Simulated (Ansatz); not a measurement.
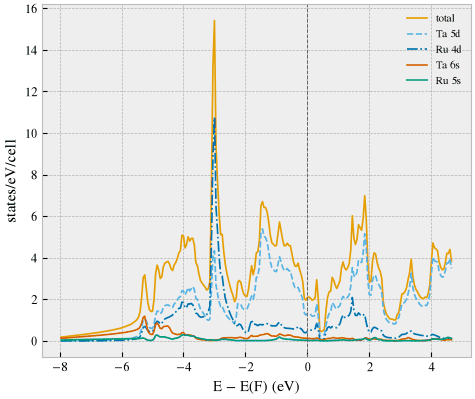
Figure. Total and projected density of states of Ta₃Ru in space group Fm-3m (No. 225; Ta on 8c, Ta on 4b, Ru on 4a), the program Ansatz at the r²SCAN level (PAW)

**Question.** Which orbitals carry the states next to the Fermi level?

**Answer.** Within 0.5 eV of the Fermi level: Ta 5d 66 %, Ru 4d 20 %, Ta 6s 6 %, outside the projected shells 6 %. Projections are on Löwdin-orthogonalised atomic valence shells; empty p or d shells of many metals are not among them.

**Question.** Where is the tallest occupied peak in this window, and what makes it?

**Answer.** Near -3.0 eV, about 15 states/eV per cell; the largest projected share is Ru 4d.

The workflow started from a Materials Project entry (that database holds measured and hypothetical structures alike); the Crystallography Open Database copy checked does not list it. With Ta and Ru taken as one species the cell has the higher symmetry Im-3m, so it may be an ordered model of a mixed-site phase. Its standing as an ambient phase is unchecked. The cell was relaxed with r²SCAN under the symmetry of its start; whether a distortion lowers the energy is not shown. No spin polarisation was allowed. Scalar-relativistic: spin–orbit coupling is off unless named, which matters more the heavier the elements.

Potentials: the later of the program's two PAW sets.
